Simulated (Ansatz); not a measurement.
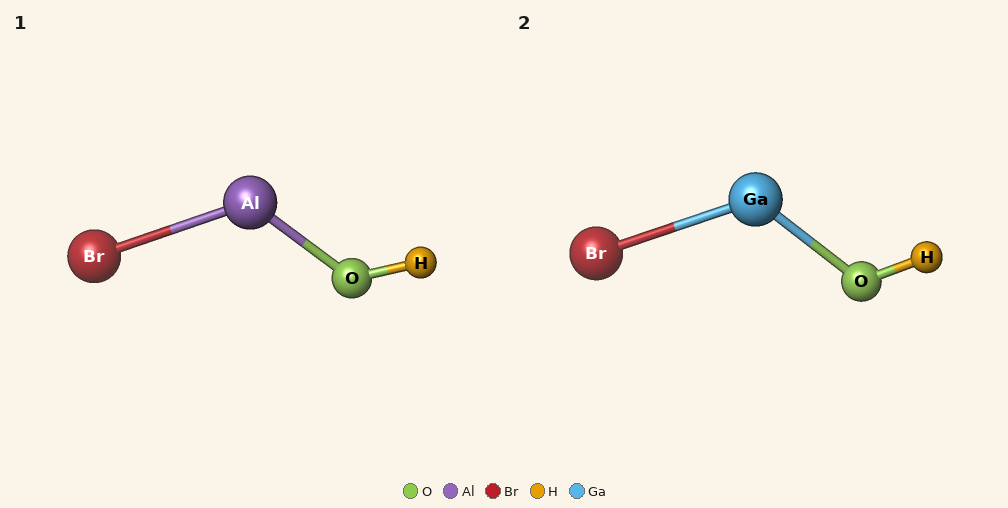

2 molecules with one skeleton, seen from the same side and at one scale. Charge 0, doublet. Computed geometries: PBE0-D4/def2-TZVP optimisations, one conformation each. Properties computed with Ansatz 0.2.0.

One atom differs, called X below: Al in panel 1, Ga in panel 2. Their formulas are AlBrHO (`[OH][Al][Br]`), BrGaHO (`[OH][Ga][Br]`).

In which is the dipole moment larger (r2SCAN-D4/def2-TZVPP)?

Answer. In panel 2 (X = Ga).

In which is the harmonic zero-point energy higher (PBE0-D4/def2-TZVP)?

Answer. In panel 1 (X = Al).

Give the values. With PBE0-D4/def2-TZVP: length of X–Br (Å), length of X–O (Å), angle O–X–Br (°), harmonic zero-point energy (kJ/mol). With r2SCAN-D4/def2-TZVPP: dipole moment (D).

```tsv
quantity	1 (Al)	2 (Ga)	2 − 1
length of X–Br (Å)	2.270	2.313	+0.043
length of X–O (Å)	1.695	1.795	+0.100
angle O–X–Br (°)	116.9	116.0	−0.9
dipole moment (D)	2.63	2.82	+0.19
harmonic zero-point energy (kJ/mol)	37.5	36.2	−1.3
```
